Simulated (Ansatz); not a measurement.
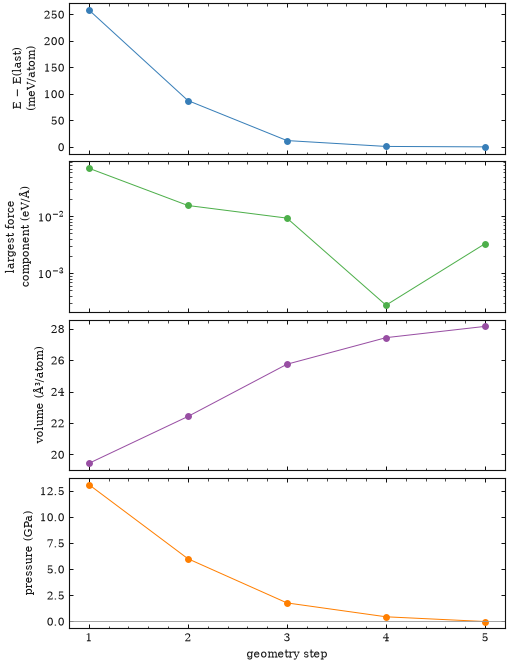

History of a geometry optimisation. The run: Na$_{4}$MgSn (F-43m, 6 atoms in the cell), by DFT, PAW plane waves, r2SCAN in Ansatz 0.2.0; cutoff 500 eV, 8×8×8 k-mesh, Fermi–Dirac smearing of 0.03 eV. Atoms and cell relax. A closing SCF on a freshly chosen basis isn't drawn.

The optimisation met its thresholds at geometry 5, counting the start as the first. The energy fell by about 260 meV/atom from the first step to the last. The largest force component goes from about 0.071 eV/Å at the start to 3 × 10⁻³ eV/Å at the end. The volume grows from 19.4 to 28.1 Å³ per atom (+45 %), as the pressure goes from 13 GPa to about 0 GPa.
